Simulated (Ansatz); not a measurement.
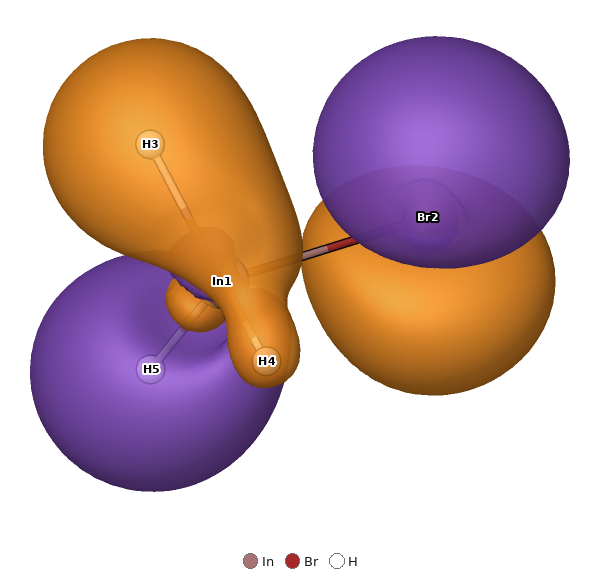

*BrH$_{3}$In (charge −1). The HOMO at ±0.06 Å⁻³ᐟ² (orange and purple are the two phases), seen at a tilt.*

Geometry: r2SCAN-D4/def2-TZVPD; core potentials replace the inner electrons of In.

These are results of Ansatz, RKS PBE0-D4/def2-TZVPD, not measurements.

The calculation's input:

```
crystal:
  periodic: [false, false, false]
  atoms:
    - {symbol: In, position_ang: [-0.001392, 0.002672, -0.278172]}
    - {symbol: Br, position_ang: [0.011918, -0.022909, 2.385188]}
    - {symbol: H, position_ang: [1.702621, 0.011914, -0.710819]}
    - {symbol: H, position_ang: [-0.860969, 1.481664, -0.683901]}
    - {symbol: H, position_ang: [-0.852188, -1.473332, -0.712285]}
basis:
  gaussian: {orbitals: def2-TZVPD, initial_orbitals: start.molden}
total_charge: -1
hamiltonian: {xc: pbe0, dispersion: d4}
scf: {omitted_lower_state_checks: [starts]}
output: {forces: true, orbitals: {seedname: orbitals}}
```

Run with:

```sh
ansatz run in.yaml --threads 4 --pin off --events-out ev --progress --plain --max-ram 3916MiB
```

What is the character of this orbital?

It lies mainly on Br2 (about 55 %), In1 (about 15 %), H3 (about 15 %) and H5 (about 15 %). It is one of a degenerate set, so its orientation is arbitrary. Its energy is −2.72 eV.
